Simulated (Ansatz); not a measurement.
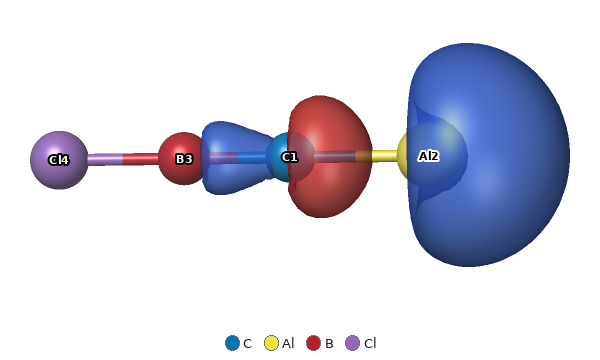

Figure 1: CAlBCl (charge +1, triplet). The HOMO−1 (α) at ±0.15 Å⁻³ᐟ² (blue and red are the two phases), seen from one side.

Geometry: r2SCAN-D4/def2-SVP.

Method: Ansatz 0.2.0, isolated molecule in a Gaussian basis; Kohn-Sham density functional theory, functional PBE0.

**What is the character of this orbital?**

It lies mainly on Al2 (about 85 %) and C1 (about 15 %); it is of σ type. Its energy is −13.31 eV.
